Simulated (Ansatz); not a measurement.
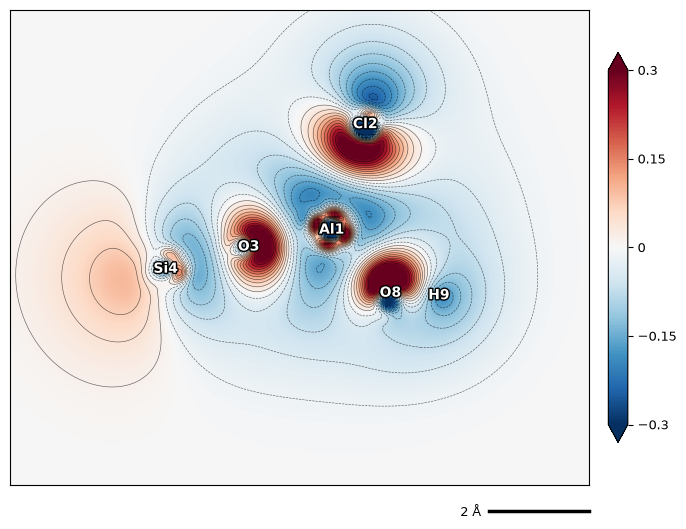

The picture shows: AlClH4O2Si. The LUMO on the plane of atoms Cl2, Al1 and O3 (values in Å⁻³ᐟ²; the overall sign is arbitrary).

These are results of RKS BLYP/6-31G (Ansatz 0.2.0), not measurements.

```xyz
9

Al   -0.1917   -0.2657    0.0965
Cl   -0.1082    0.4869    2.1739
O     1.2159   -0.8980   -0.6106
Si    2.5882   -1.5494   -1.4067
H     2.1686   -2.6941   -2.3011
H     3.2429   -0.4747   -2.2446
H     3.5766   -2.0575   -0.3821
O    -1.6767   -0.2009   -0.7767
H    -2.5809    0.1052   -0.5900
```

Describe this orbital and give its energy.

Its weight (Hirshfeld) is mainly on Al1 (about 50 %), Cl2 (about 20 %), O8 (about 10 %), O3 (about 10 %) and Si4 (about 10 %). Its energy is −2.11 eV.
